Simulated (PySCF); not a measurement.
C₂H₅ClO₂, SMILES `CCl.OC=O`.

PySCF calculation, HF/def2-SVPD, gas phase; geometry: GFN2-xTB. The pair's geometry is semi-empirical, so its contact may be too short or too long. GFN2-xTB bond lengths at metals and heavier atoms can be off by up to 0.1 Å and shapes distorted, which carries into these values.

Cartesian coordinates (Å):

```
C1      -1.9050   -1.0416   -0.0181
Cl2     -1.9033    0.7332   -0.0169
H3      -2.4210   -1.3762   -0.9128
H4      -2.4255   -1.3777    0.8733
H5      -0.8724   -1.3786   -0.0156
O6       2.9298    0.5895   -0.0715
C7       1.7170    0.1123    0.1309
O8       1.3979   -1.0349    0.0187
H9       3.5454   -0.1180   -0.3306
H10      1.0363    0.9259    0.4184
```

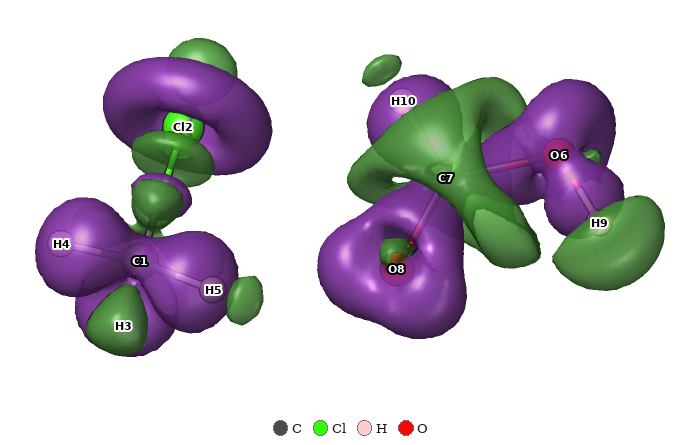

Deformation density (molecule less spherical, spin-averaged free atoms at the same positions), surfaces at ±0.08 e/Å³; purple: gain, green: loss.

### Describe the bonding that the map shows.

C7–H10: +0.84 e/Å³ at the bond critical point (bond length 1.10 Å). C7–O8: +0.82 e/Å³ at the bond critical point (bond length 1.20 Å). C1–H5: +0.79 e/Å³ at the bond critical point (bond length 1.09 Å). C1–H4: +0.75 e/Å³ at the bond critical point (bond length 1.09 Å). C1–H3: +0.75 e/Å³ at the bond critical point (bond length 1.09 Å). O6–H9: +0.62 e/Å³ at the bond critical point (bond length 0.97 Å). O6–C7: +0.37 e/Å³ at the bond critical point (bond length 1.32 Å). C1–Cl2: +0.16 e/Å³ at the bond critical point (bond length 1.77 Å). In all, 2.5 electrons gather in the regions of gain relative to the promolecule.

### Where do the Hirshfeld charges lie?

The highest Hirshfeld charge is on C7 (+0.26 e), the lowest on O8 (−0.33 e).

| atom | charge (e) |
| --- | --- |
| C1 | −0.05 |
| Cl2 | −0.12 |
| H3 | +0.06 |
| H4 | +0.06 |
| H5 | +0.06 |
| O6 | −0.21 |
| C7 | +0.26 |
| O8 | −0.33 |
| H9 | +0.22 |
| H10 | +0.08 |

Run time: 2.8 s on 1 thread of Arm Neoverse V2, with other jobs on the host, peak memory 0.39 GiB.
